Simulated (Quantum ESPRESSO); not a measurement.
# Voltage at the next charge: Zr(0001), 4 layers, one monolayer of Na on fcc sites against an electrode

Method. Quantum ESPRESSO 7.5, PBE, GBRV ultrasoft; ESM with bc3, a metal electrode 6.94 Å above the top atoms; cell area 9.035 Å²; ions fixed. V is the potential energy of an electron at the electrode over the slab's Fermi level, divided by e, so that it equals the work function at zero charge; positive charge removes electrons.

| charge (e a cell) | V (V) |
| --- | --- |
| 0 | 2.984 |
| 0.0136 | 4.174 |
| 0.0271 | 5.406 |

One more run was made and is withheld. What is V at a charge of 0.0542 e, and what capacitance do the rows imply?

By hand: The last two rows give dV/dq = (5.406 − 4.174)/(0.0271 − 0.0136) = 91.3 V/e, so C = 1602/(9.035 × 91.3) = 1.94 µF/cm², an effective gap of 8.854/1.94 = 4.56 Å. At constant C, V = 5.406 + 91.3 × 0.0271 = 7.88 V.

**Check.** V = 8.008 V; the estimate misses by −0.13 V, 5.0 % of the step. Over the three intervals C goes 2.03, 1.94 and 1.85 µF/cm²: it falls as electrons leave, the surface charge drawing back towards the atoms.

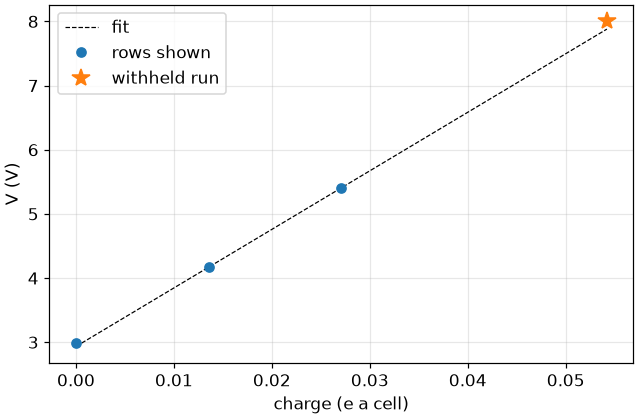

The rows shown, the fit and the withheld run.

Caveats: Vacuum fills the gap; a dielectric or electrolyte would change C. The slab is thin.
